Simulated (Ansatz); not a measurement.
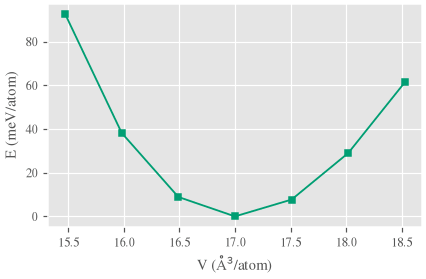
Au (fcc (Cu type), Fm-3m) under volume change, the program Ansatz at the PBEsol level (PAW), scaled uniformly.

### Question
What does a third-order Birch–Murnaghan fit give for V₀, B₀ and B′?

### Answer
V₀ = 17.00 Å³/atom, B₀ = 174 GPa, B′ = 5.8.

Symmetry was held in the PBEsol relaxation. Spin–orbit coupling is left out wherever it is not named.

Potentials: the earlier of the program's two PAW sets. The files were generated under PBE; for other functionals the program regenerates the frozen cores, and for LDA and PBEsol the local potential too.
